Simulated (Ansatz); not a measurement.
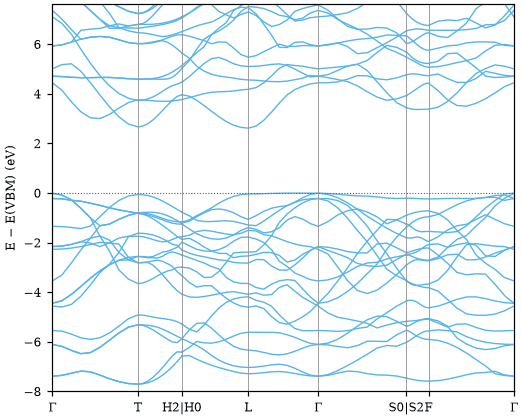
*Band structure from PBEsol (plane waves, PAW; program Ansatz)*

The gap is 2.62 eV; an edge lies off the plotted path or next to a special point (maximum off the standard path, minimum at L).

The material is B$_{6}$As in space group R-3m (No. 166; B on 18h, B on 18h, As on 6c).

The workflow started from a Materials Project entry (that database holds measured and hypothetical structures alike); the Crystallography Open Database copy checked does not list it. Its standing as an ambient phase is unchecked. The PBEsol relaxation kept the symmetry of its start; phonons on a q-mesh show no instability. Scalar-relativistic: spin–orbit coupling is off unless named, which matters more the heavier the elements.

Potentials: the later of the program's two PAW sets.
